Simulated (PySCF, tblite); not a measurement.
# C₇H₇NO: a rotation path, then NMR shifts on frames, part 2 of 2

tblite 0.8.0 and PySCF 2.14.0. Atoms count from 0. The steps go on from the part before.

## 5. NMR shieldings: image 4, PBE0/pcSseg-1

What the job is given:

```
{"job": {"kind": "nmr", "xc": "PBE0", "basis": "pcSseg-1", "pop": false}, "charge": 0, "multiplicity": 1}
N     -2.848100     1.447700    -0.558200
C     -2.264000     0.475800    -0.417800
C     -1.527000    -0.751600    -0.240300
C     -0.185900    -0.523500     0.506400
C      0.047500     0.928800     0.818300
C      1.188300     1.394500     0.318000
C      1.917700     0.334700    -0.393200
O      2.987000     0.412200    -0.942100
C      1.058500    -0.922000    -0.298700
H     -2.165000    -1.452200     0.304500
H     -1.346800    -1.168600    -1.234400
H     -0.223300    -1.079300     1.449200
H     -0.668800     1.491600     1.393200
H      1.562300     2.398200     0.405600
H      1.630900    -1.713700     0.186000
H      0.829200    -1.263700    -1.308100
```

Method: GIAO PBE0/pcSseg-1 NMR shielding, non-relativistic, gas phase.

What it wrote:

```text
coarse grid: 14096 points
cycle   1  E = -400.1564686035  dE =  1.564e+00  |g| = 8.608e-01  |ddm| = 3.811e+00
cycle   2  E = -399.5807537340  dE =  5.757e-01  |g| = 1.880e+00  |ddm| = 3.272e+00
cycle   3  E = -400.3087118490  dE = -7.280e-01  |g| = 1.787e-01  |ddm| = 2.520e+00
cycle   4  E = -400.3156013557  dE = -6.890e-03  |g| = 7.442e-02  |ddm| = 2.154e-01
cycle   5  E = -400.3167616307  dE = -1.160e-03  |g| = 2.949e-02  |ddm| = 7.749e-02
cycle   6  E = -400.3169442991  dE = -1.827e-04  |g| = 8.430e-03  |ddm| = 2.635e-02
cycle   7  E = -400.3169572092  dE = -1.291e-05  |g| = 3.598e-03  |ddm| = 7.176e-03
cycle   8  E = -400.3169598100  dE = -2.601e-06  |g| = 1.066e-03  |ddm| = 4.025e-03
final grid: 138264 points
cycle   9  E = -400.3819165183  dE = -2.384e-05  |g| = 1.215e-02  |ddm| = 3.605e-02
cycle  10  E = -400.3818302960  dE =  8.622e-05  |g| = 2.436e-02  |ddm| = 3.136e-02
cycle  11  E = -400.3819460240  dE = -1.157e-04  |g| = 2.256e-03  |ddm| = 2.307e-02
cycle  12  E = -400.3819470647  dE = -1.041e-06  |g| = 5.096e-04  |ddm| = 2.120e-03
cycle  13  E = -400.3819471001  dE = -3.547e-08  |g| = 3.049e-04  |ddm| = 5.138e-04
cycle  14  E = -400.3819471199  dE = -1.979e-08  |g| = 5.680e-05  |ddm| = 2.369e-04
cycle  15  E = -400.3819471206  dE = -6.231e-10  |g| = 2.025e-05  |ddm| = 6.031e-05
converged SCF energy = -400.3819471206

GIAO shielding tensors (ppm)
atom      isotropic    diamagn.    paramagn.     s11        s22        s33       span
  0 N      -41.135     339.428    -380.562   -206.092   -202.612    285.300    491.392
  1 C       65.434     260.781    -195.347    -51.918    -44.388    292.606    344.524
  2 C      163.292     248.196     -84.904    141.691    162.376    185.810     44.119
  3 C      151.611     248.246     -96.634    142.233    152.944    159.657     17.424
  4 C       12.068     256.864    -244.796   -119.260      7.965    147.498    266.758
  5 C       44.807     254.745    -209.937    -54.958     49.146    140.234    195.193
  6 C      -22.339     249.031    -271.371   -101.012    -25.086     59.081    160.093
  7 O     -304.016     395.383    -699.399   -894.960   -371.743    354.655   1249.614
  8 C      139.109     251.258    -112.149    117.352    138.286    161.691     44.339
  9 H       28.793      27.268       1.525     24.038     27.627     34.714     10.675
 10 H       29.482      28.849       0.634     24.169     29.523     34.755     10.585
 11 H       28.584      31.108      -2.524     24.223     26.918     34.612     10.388
 12 H       23.467      33.000      -9.533     19.190     23.860     27.350      8.160
 13 H       25.282      31.405      -6.123     23.459     24.690     27.698      4.239
 14 H       28.972      29.773      -0.801     24.908     27.679     34.330      9.422
 15 H       29.935      30.972      -1.038     25.834     30.023     33.947      8.112
```

Run time: 38 s. Hardware: 1 thread of Arm Neoverse N1, shared host; peak memory 0.86 GiB.

In short: δ C6 209.3, C4 174.9, C5 142.1, C1 121.5, H12 8.25, H13 6.43 ppm.

## 6. NMR shieldings: image 6, PBE0/pcSseg-1

What the job is given:

```
{"job": {"kind": "nmr", "xc": "PBE0", "basis": "pcSseg-1", "pop": false}, "charge": 0, "multiplicity": 1}
N     -2.379100     1.427800    -1.186100
C     -2.008100     0.449400    -0.728000
C     -1.553700    -0.772800    -0.110400
C     -0.165900    -0.585700     0.544500
C      0.046300     0.838400     0.977200
C      1.130400     1.389400     0.438400
C      1.826900     0.430700    -0.432600
O      2.843400     0.601800    -1.055200
C      1.010400    -0.855700    -0.401600
H     -2.297800    -1.058400     0.638200
H     -1.515400    -1.559700    -0.867700
H     -0.114800    -1.246400     1.416500
H     -0.647100     1.325800     1.642600
H      1.482600     2.393900     0.586000
H      1.640600    -1.676200    -0.056000
H      0.693800    -1.093300    -1.417300
```

With the program's defaults for keys left out, this is: GIAO PBE0/pcSseg-1 NMR shielding, non-relativistic, gas phase.

What it wrote:

```text
coarse grid: 14096 points
cycle   1  E = -400.1588926681  dE =  1.568e+00  |g| = 8.622e-01  |ddm| = 3.793e+00
cycle   2  E = -399.5789119390  dE =  5.800e-01  |g| = 1.884e+00  |ddm| = 3.256e+00
cycle   3  E = -400.3122712008  dE = -7.334e-01  |g| = 1.819e-01  |ddm| = 2.508e+00
cycle   4  E = -400.3194008473  dE = -7.130e-03  |g| = 7.514e-02  |ddm| = 2.181e-01
cycle   5  E = -400.3205660047  dE = -1.165e-03  |g| = 3.039e-02  |ddm| = 7.698e-02
cycle   6  E = -400.3207573065  dE = -1.913e-04  |g| = 8.576e-03  |ddm| = 2.721e-02
cycle   7  E = -400.3207705690  dE = -1.326e-05  |g| = 3.626e-03  |ddm| = 7.136e-03
cycle   8  E = -400.3207732744  dE = -2.705e-06  |g| = 1.026e-03  |ddm| = 3.996e-03
final grid: 138264 points
cycle   9  E = -400.3846622051  dE = -2.571e-05  |g| = 1.218e-02  |ddm| = 3.603e-02
cycle  10  E = -400.3845779296  dE =  8.428e-05  |g| = 2.416e-02  |ddm| = 3.070e-02
cycle  11  E = -400.3846919071  dE = -1.140e-04  |g| = 2.415e-03  |ddm| = 2.277e-02
cycle  12  E = -400.3846930996  dE = -1.193e-06  |g| = 5.161e-04  |ddm| = 2.284e-03
cycle  13  E = -400.3846931353  dE = -3.563e-08  |g| = 3.159e-04  |ddm| = 5.204e-04
cycle  14  E = -400.3846931565  dE = -2.129e-08  |g| = 5.550e-05  |ddm| = 2.439e-04
cycle  15  E = -400.3846931571  dE = -5.725e-10  |g| = 2.147e-05  |ddm| = 5.978e-05
converged SCF energy = -400.3846931571

GIAO shielding tensors (ppm)
atom      isotropic    diamagn.    paramagn.     s11        s22        s33       span
  0 N      -41.783     339.520    -381.302   -211.245   -206.145    292.043    503.288
  1 C       65.730     260.956    -195.226    -50.397    -43.505    291.091    341.488
  2 C      164.142     248.892     -84.749    151.608    159.052    181.767     30.159
  3 C      148.865     248.018     -99.153    139.059    149.033    158.503     19.444
  4 C       13.825     257.037    -243.212   -117.590      9.089    149.977    267.567
  5 C       42.988     254.676    -211.689    -58.459     48.321    139.100    197.559
  6 C      -22.000     248.824    -270.824   -101.435    -24.604     60.040    161.476
  7 O     -304.493     395.772    -700.266   -894.162   -373.602    354.285   1248.447
  8 C      141.774     251.576    -109.801    122.680    138.576    164.067     41.387
  9 H       28.936      27.799       1.137     24.127     27.459     35.221     11.094
 10 H       29.386      28.676       0.710     24.888     28.139     35.132     10.243
 11 H       28.648      31.246      -2.598     24.119     27.084     34.742     10.623
 12 H       23.834      32.483      -8.649     19.701     24.595     27.206      7.505
 13 H       25.207      31.404      -6.197     23.314     24.741     27.566      4.253
 14 H       29.037      29.915      -0.878     24.912     27.708     34.490      9.578
 15 H       29.858      31.271      -1.413     25.761     29.959     33.856      8.095
```

Run time: 39 s. Hardware: 1 thread of Arm Neoverse N1, shared host; peak memory 0.87 GiB.

Key values: δ C6 208.9, C4 173.1, C5 143.9, C1 121.2, H12 7.88, H13 6.51 ppm.

## 7. Nuclear shieldings: image 8, PBE0/pcSseg-1

What the job is given:

```
{"job": {"kind": "nmr", "xc": "PBE0", "basis": "pcSseg-1", "pop": false}, "charge": 0, "multiplicity": 1}
N     -2.088700     1.012500    -1.807600
C     -1.875600     0.231100    -1.001900
C     -1.591100    -0.750300     0.015800
C     -0.156400    -0.588800     0.550900
C      0.080800     0.786700     1.103900
C      1.150200     1.379400     0.580700
C      1.801300     0.501500    -0.405000
O      2.827400     0.702000    -1.001900
C      0.923900    -0.738600    -0.527100
H     -2.312700    -0.623600     0.828200
H     -1.722900    -1.747800    -0.412600
H     -0.017100    -1.328400     1.348100
H     -0.576900     1.203700     1.848600
H      1.531300     2.356300     0.816800
H      1.524500    -1.640900    -0.417500
H      0.494500    -0.746000    -1.530800
```

With the program's defaults for keys left out, this is: GIAO PBE0/pcSseg-1 NMR shielding, non-relativistic, gas phase.

What it wrote:

```text
coarse grid: 14096 points
cycle   1  E = -400.1629871493  dE =  1.568e+00  |g| = 8.609e-01  |ddm| = 3.785e+00
cycle   2  E = -399.5782384042  dE =  5.847e-01  |g| = 1.887e+00  |ddm| = 3.181e+00
cycle   3  E = -400.3163768283  dE = -7.381e-01  |g| = 1.816e-01  |ddm| = 2.447e+00
cycle   4  E = -400.3234438642  dE = -7.067e-03  |g| = 7.581e-02  |ddm| = 2.207e-01
cycle   5  E = -400.3246371538  dE = -1.193e-03  |g| = 3.009e-02  |ddm| = 7.719e-02
cycle   6  E = -400.3248224498  dE = -1.853e-04  |g| = 8.664e-03  |ddm| = 2.709e-02
cycle   7  E = -400.3248361497  dE = -1.370e-05  |g| = 3.573e-03  |ddm| = 7.123e-03
cycle   8  E = -400.3248387756  dE = -2.626e-06  |g| = 1.029e-03  |ddm| = 3.902e-03
final grid: 138264 points
cycle   9  E = -400.3890733651  dE = -2.924e-05  |g| = 1.227e-02  |ddm| = 3.973e-02
cycle  10  E = -400.3889895168  dE =  8.385e-05  |g| = 2.417e-02  |ddm| = 3.099e-02
cycle  11  E = -400.3891035985  dE = -1.141e-04  |g| = 2.484e-03  |ddm| = 2.282e-02
cycle  12  E = -400.3891048606  dE = -1.262e-06  |g| = 5.047e-04  |ddm| = 2.355e-03
cycle  13  E = -400.3891048923  dE = -3.176e-08  |g| = 3.260e-04  |ddm| = 5.130e-04
cycle  14  E = -400.3891049151  dE = -2.277e-08  |g| = 5.641e-05  |ddm| = 2.514e-04
cycle  15  E = -400.3891049157  dE = -5.899e-10  |g| = 2.140e-05  |ddm| = 5.927e-05
converged SCF energy = -400.3891049157

GIAO shielding tensors (ppm)
atom      isotropic    diamagn.    paramagn.     s11        s22        s33       span
  0 N      -37.973     339.652    -377.625   -216.694   -205.427    308.203    524.897
  1 C       65.870     261.450    -195.580    -48.088    -44.589    290.289    338.377
  2 C      163.965     249.255     -85.290    150.440    164.049    177.407     26.967
  3 C      145.886     248.140    -102.254    136.547    144.231    156.879     20.332
  4 C       15.177     256.660    -241.483   -111.889     12.019    145.401    257.290
  5 C       41.121     254.917    -213.796    -62.487     47.501    138.349    200.836
  6 C      -21.689     248.884    -270.573   -102.116    -22.507     59.556    161.672
  7 O     -304.098     395.850    -699.948   -888.562   -374.745    351.013   1239.576
  8 C      145.233     252.133    -106.900    133.140    137.915    164.645     31.505
  9 H       29.173      28.345       0.827     24.537     27.311     35.670     11.133
 10 H       29.186      28.370       0.817     25.070     27.164     35.324     10.254
 11 H       28.666      31.149      -2.483     24.736     26.474     34.787     10.051
 12 H       24.098      32.196      -8.097     20.143     24.730     27.423      7.280
 13 H       25.166      31.226      -6.059     23.256     24.732     27.510      4.253
 14 H       29.247      30.287      -1.040     25.066     27.783     34.891      9.825
 15 H       29.485      31.760      -2.275     25.180     30.053     33.223      8.043
```

Wall time 39 s (1 thread of Arm Neoverse N1, shared host); peak memory 0.87 GiB.

In short: δ C6 208.6, C4 171.7, C5 145.8, C1 121.1, H12 7.62, H13 6.55 ppm.

## 8. Run by run: NMR shifts

Shifts (ppm) of some atoms, chosen among heavy atoms and hydrogens apart, with basis size and wall time:

| frame | C4 | C5 | C3 | C8 | H12 | H10 | N0 | functions | time |
| --- | --- | --- | --- | --- | --- | --- | --- | --- | --- |
| image 0 | 174.0 | 143.4 | 42.6 | 42.6 | 8.26 | 1.83 | 302.1 | 188 | 39 s |
| image 2 | 175.6 | 143.1 | 38.5 | 44.7 | 8.45 | 1.97 | 306.2 | 188 | 38 s |
| image 4 | 174.9 | 142.1 | 35.3 | 47.8 | 8.25 | 2.23 | 308.9 | 188 | 38 s |
| image 6 | 173.1 | 143.9 | 38.1 | 45.2 | 7.88 | 2.33 | 309.5 | 188 | 39 s |
| image 8 | 171.7 | 145.8 | 41.0 | 41.7 | 7.62 | 2.53 | 305.7 | 188 | 39 s |

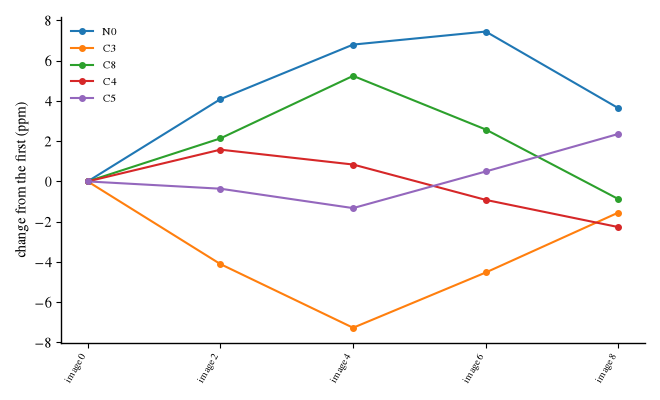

How five of the tabulated atoms move from run to run.

## 9. What came out

What follows sums up all 2 parts.

| quantity | value |
| --- | --- |
| barrier | 0.146 eV (3.4 kcal/mol) at image 4 |
| end to end (GFN2-xTB) | 0.018 eV |
| ¹³C shifts against TMS (PBE0/pcSseg-1, image 0) | 208.7, 174.0, 143.4, 122.8, 42.6, 42.6, 23.5 ppm |
| ¹H shifts against TMS (PBE0/pcSseg-1, image 0) | 8.26, 6.44, 3.18, 2.59, 2.58, 1.83, 1.66 ppm |
| ¹⁵N shifts against NH3 (PBE0/pcSseg-1, image 0) | 302.1 ppm |
| ¹⁷O shifts against H2O (PBE0/pcSseg-1, image 0) | 639.7 ppm |
| range of the shift of N0 | 302.1 to 309.5 ppm |

Along the band the dihedral turns by 120°, and the top (dihedral -120°) lies 3.4 kcal/mol above the start (GFN2-xTB, rough), so at room temperature this motion is fast. Ends this close can change order at a higher level. The top was not checked by a frequency run. Shifts at one fixed geometry are not the observed spectrum, which averages over the motion. In the first frame run (image 0): The widest tensor belongs to O7: span 1240 ppm, with a paramagnetic part of -699 ppm. Across the 5 runs the shift of N0 moves most, between 302.1 (image 0) and 309.5 ppm (image 6).
